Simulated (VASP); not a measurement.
Band structure of RuS$_{2}$ (pyrite). Calculation: PBE GGA, VASP's PBE PAW potentials (set 64) (plane waves; VASP).

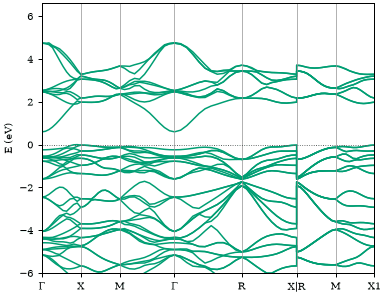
Figure. Bands along high-symmetry lines, zero at the valence-band maximum or, without a gap, the Fermi level

Question: Read the plot: is there a gap, and where are the band edges?

Answer: The gap is indirect, 0.60 eV, from the valence maximum at Γ-X at 0.91 to the conduction minimum at Γ. (Edges off the drawn lines would not show.)

The compound is RuS2 in the pyrite structure. It was relaxed first.
